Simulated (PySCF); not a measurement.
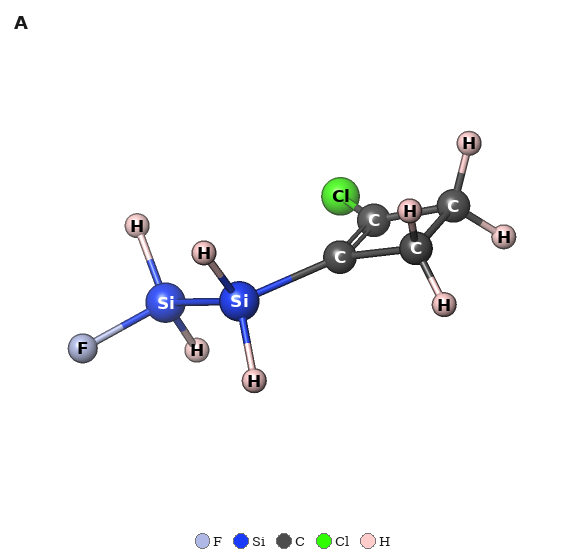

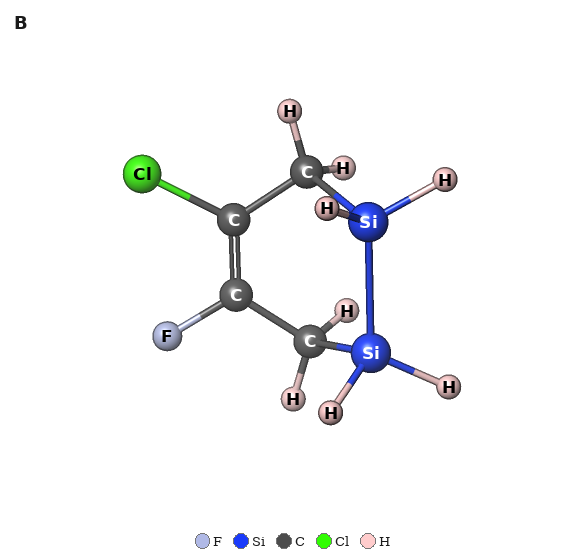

2 stationary structures of one formula. Geometries: GFN2-xTB. Electronic energies: PBE0/pcSseg-1 (PySCF 2.14.0), without zero-point energy. No frequency run is at hand to confirm each as a minimum. Each is one conformer, not always the lowest.

**How are they related?**

They are constitutional isomers of C4H8ClFSi2: A `F[SiH2][SiH2]C1=C(Cl)CC1`, B `FC1=C(Cl)C[SiH2][SiH2]C1`.

**Which structure is the most stable?**

A is lowest; B lies 0.486 eV above it.

The geometry is semi-empirical. Around Si such bond lengths and angles can be off by a tenth of an ångström or more and by several degrees, and values that hang on the shape move with them.
